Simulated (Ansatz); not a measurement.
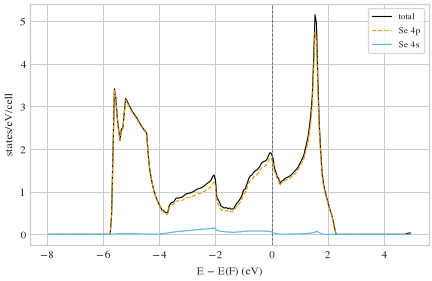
*Total and projected density of states of Se (diamond, space group No. 227), DFT-r²SCAN in the program Ansatz with PAW potentials*

Which orbitals carry the states next to the Fermi level?

Within 0.5 eV of the Fermi level: Se 4p 95 %. Projections are on Löwdin-orthogonalised atomic valence shells; empty p or d shells of many metals are not among them.

Where is the tallest occupied peak in this window, and what makes it?

Near -5.6 eV, about 3.4 states/eV per cell; the largest projected share is Se 4p.

Space group Fd-3m (diamond). The start of the workflow was typed in or built on a structure type; neither database checked (COD, Materials Project) lists it. It is not the phase usual at ambient conditions (space group No. 152). Symmetry was held in the r²SCAN relaxation; whether a distortion lowers the energy is not shown. The volume moved by 26 % from the start of the relaxation. Spin–orbit coupling is left out wherever it is not named.

Potentials: the earlier of the program's two PAW sets.
